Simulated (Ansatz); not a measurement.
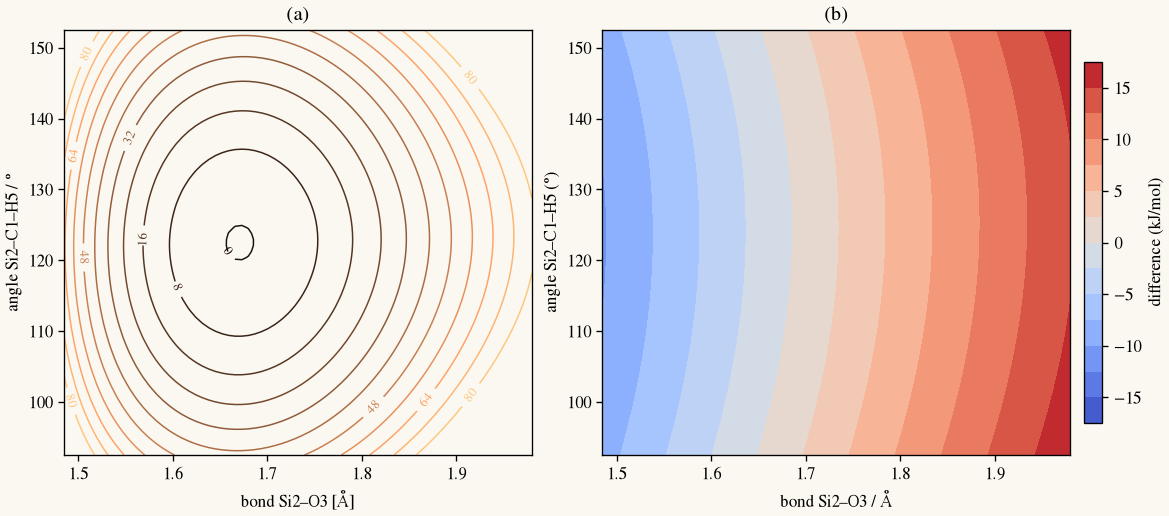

CH5OSi, SMILES [CH2][SiH2]O, spin multiplicity 2. Two internal coordinates are moved rigidly from the geometry relaxed at PBE0-D4/def2-TZVP, all others fixed. First axis: bond Si2–O3. Second axis: angle Si2–C1–H5. Grid: 5 × 5 points. Energies: kJ/mol, counted from each map's own lowest point. All numbers below come from Ansatz 0.2.0, UKS PBE-D4/def2-TZVPP.

Panel (a): UKS PBE-D4/def2-TZVPP in Ansatz 0.2.0. Panel (b): the map at UKS PBE0-D4/def2-TZVPP (Ansatz 0.2.0) less the map of (a), each from its own lowest point.

Q: How does the change of method alter the landscape?

A: The difference runs from −10 kJ/mol at bond Si2–O3 = 1.485 Å, angle Si2–C1–H5 = 122.5° to 17 kJ/mol at bond Si2–O3 = 1.980 Å, angle Si2–C1–H5 = 92.5°. The interpolated minimum moves from 1.6673 to 1.6496 Å in bond Si2–O3 and 122.47 to 122.48° in angle Si2–C1–H5.
